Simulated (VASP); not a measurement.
Consider the following.

```
NiN
1.0
    2.54251     0.00000     0.00000
    0.00000     2.54251     0.00000
    0.00000     0.00000     2.54251
Ni N
1 1
Direct
  0.00000   0.00000   0.00000
  0.50000   0.50000   0.50000
```

Calculation: PBE GGA, VASP's PBE PAW potentials (set 64) (plane waves; VASP 6.6.1). Run with 520 eV cut-off, 16×16×16 Γ-centred mesh, tetrahedra with Blöchl corrections, potentials Ni N.

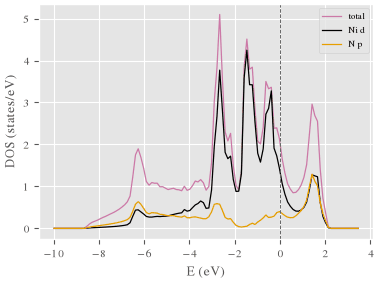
*Total and projected density of states, zero at the Fermi level*

Within 2 eV below the Fermi level the largest weight inside VASP's projection spheres is Ni d.

It has no gap at this level: it comes out as a metal or semimetal.

The structure was generated: NiN was put into the CsCl type type (Pm-3m), which need not be its known phase. It was relaxed first. The run is not spin-polarised, so no magnetic state was tried. The electron count is odd and the run is not spin-polarised, which forces a metal.
